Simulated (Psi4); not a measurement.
Approach curve of the dimer H2 ··· HCl (SMILES [H][H] and Cl). Monomers: optimised at B3LYP-D3(BJ) (def2-TZVP), held rigid. Orientation: a random orientation, not optimised. Only R, the distance of the centres of mass, is varied, so the lowest point isn't the relaxed dimer.

Geometry at R = 3.42 Å (first 2 atoms: monomer A):
```
4

H      0.3719     0.0000     0.0000
H     -0.3719     0.0000     0.0000
Cl    -2.8655    -1.1286    -1.4612
H     -2.6412    -0.9117    -2.7046
```

Computed with Psi4 with SAPT0/jun-cc-pVDZ, frozen core.

Components in kcal/mol:

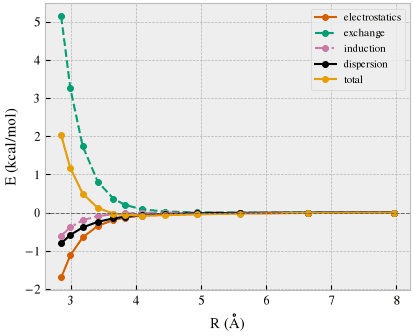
Fig. 1. Components of the interaction energy.

| R / Å | electrostatics | exchange | induction | dispersion | total |
|---|---|---|---|---|---|
| 2.86 | -1.70 | 5.14 | -0.61 | -0.80 | 2.02 |
| 3.00 | -1.12 | 3.25 | -0.38 | -0.59 | 1.16 |
| 3.19 | -0.65 | 1.74 | -0.20 | -0.39 | 0.50 |
| 3.42 | -0.35 | 0.81 | -0.09 | -0.24 | 0.12 |
| 3.66 | -0.20 | 0.36 | -0.04 | -0.15 | -0.03 |
| 3.84 | -0.13 | 0.20 | -0.02 | -0.11 | -0.07 |
| 4.10 | -0.08 | 0.08 | -0.01 | -0.07 | -0.08 |
| 4.45 | -0.05 | 0.03 | 0.00 | -0.04 | -0.07 |
| 4.95 | -0.03 | 0.00 | 0.00 | -0.02 | -0.05 |
| 5.60 | -0.02 | 0.00 | 0.00 | -0.01 | -0.03 |
| 6.65 | -0.01 | 0.00 | 0.00 | 0.00 | -0.01 |
| 7.96 | 0.00 | 0.00 | 0.00 | 0.00 | -0.01 |
